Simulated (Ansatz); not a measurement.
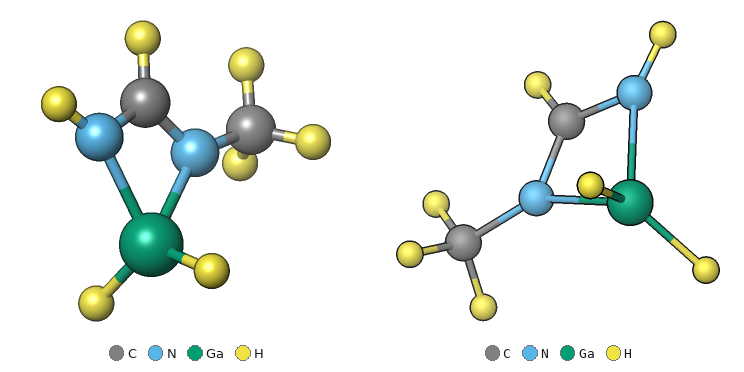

Two views of one molecule.

Computed geometry: PBE0-D4/def2-TZVP optimisation. No frequency run is at hand to confirm it as a minimum.

> Which formula does it have?

C₂H₇GaN₂, 12 atoms: 2 carbon, 7 hydrogen, 1 gallium and 2 nitrogen.

> How many sets of symmetry-equivalent atoms are there?

10: 1 C, 1 N, 1 C, 1 N, 1 Ga, 2 H, 1 H, 1 H, 1 H, 2 H.

> How many bonds of each kind are drawn?

4 C–H, 3 C–N, 2 Ga–H, 2 Ga–N, 1 N–H. Sticks follow a distance rule.

More results for the same structure follow; atom numbers are the same in all pictures, views and colours differ.

## Shape

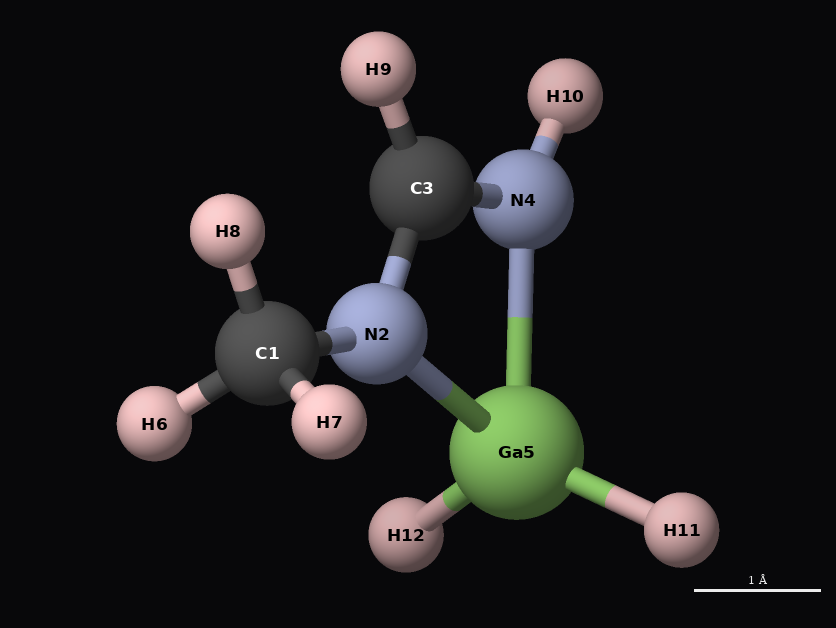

No frequency run is at hand to confirm it as a minimum.

> How are the neighbours of atom 1 arranged?

C1 has 4 neighbours (N2 at 1.43, H6 at 1.09, H7 at 1.09, H8 at 1.10 Å); the arrangement is tetrahedral.

> What is the geometry at C3?

C3 has 3 neighbours (N2 at 1.31, N4 at 1.32, H9 at 1.09 Å); the arrangement is trigonal planar.

> What is the dihedral angle Ga5–N2–C3–N4?

0° in size, that is syn (eclipsed).

## Levels of theory compared

No frequency run is at hand to confirm it as a minimum. Program: Ansatz 0.2.0.

At this fixed geometry, give HOMO energy (eV), HOMO–LUMO gap (eV) at these levels: B3LYP-D4/def2-TZVPP; PBE-D4/def2-TZVPP; PBE0-D4/def2-TZVPP; r2SCAN-D4/def2-TZVPP; ωB97M-V/def2-TZVPP; ωB97X-V/def2-TZVPP.

```csv
level,HOMO energy (eV),HOMO–LUMO gap (eV)
B3LYP-D4/def2-TZVPP,−6.39,6.41
PBE-D4/def2-TZVPP,−5.40,4.67
PBE0-D4/def2-TZVPP,−6.61,6.89
r2SCAN-D4/def2-TZVPP,−5.62,5.10
ωB97M-V/def2-TZVPP,−8.85,10.68
ωB97X-V/def2-TZVPP,−8.93,11.12
```

## Dipole moment

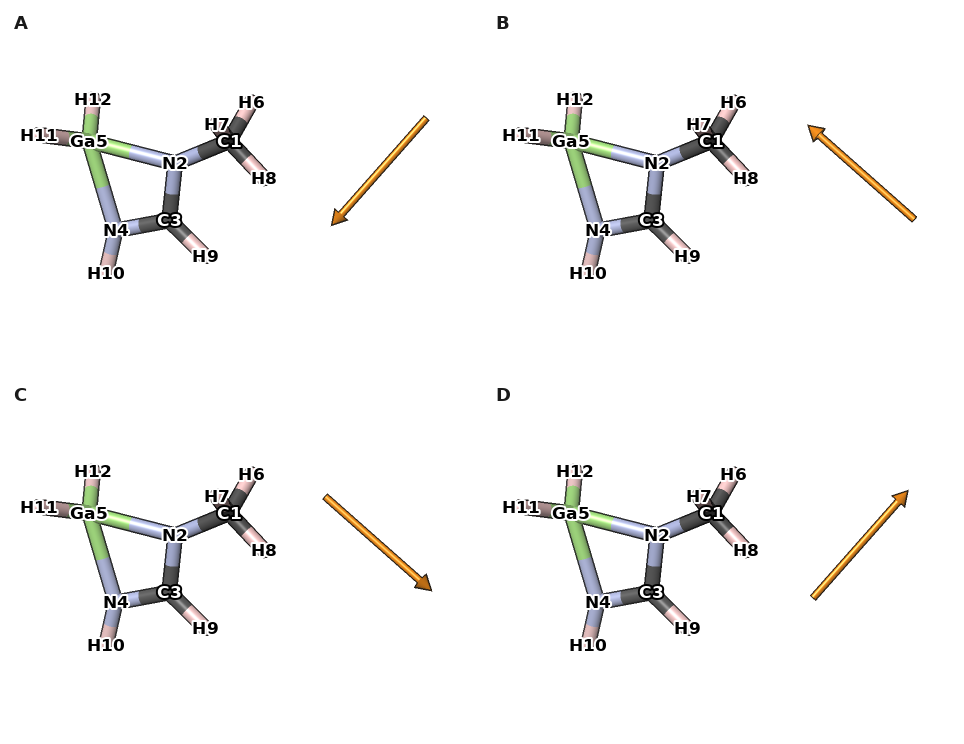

The same molecule four times, each with an arrow. No frequency run is at hand to confirm it as a minimum. Level of theory: RKS PBE0-D4/def2-TZVP (Ansatz 0.2.0).

> Which arrow points along the dipole moment, from the negative to the positive end?

C. The dipole moment is 3.03 D; it points from the side of H11, H12 to the side of H8, H9 (the outermost atoms at the two ends).

## Charges

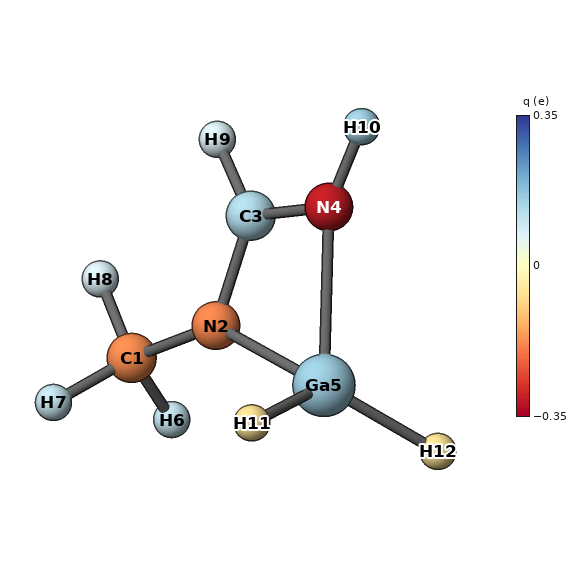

Atoms are coloured by their Mulliken charges. No frequency run is at hand to confirm it as a minimum. Properties computed with RKS PBE-D4/def2-TZVPP (Ansatz 0.2.0).

List the Mulliken charges.

```json
{"atom": "C1", "value (e)": "−0.17"}
{"atom": "N2", "value (e)": "−0.18"}
{"atom": "C3", "value (e)": "0.13"}
{"atom": "N4", "value (e)": "−0.30"}
{"atom": "Ga5", "value (e)": "0.15"}
{"atom": "H6", "value (e)": "0.10"}
{"atom": "H7", "value (e)": "0.10"}
{"atom": "H8", "value (e)": "0.07"}
{"atom": "H9", "value (e)": "0.07"}
{"atom": "H10", "value (e)": "0.15"}
{"atom": "H11", "value (e)": "−0.06"}
{"atom": "H12", "value (e)": "−0.06"}
```

Mulliken values depend strongly on the basis set and can even reverse the polarity of a bond.
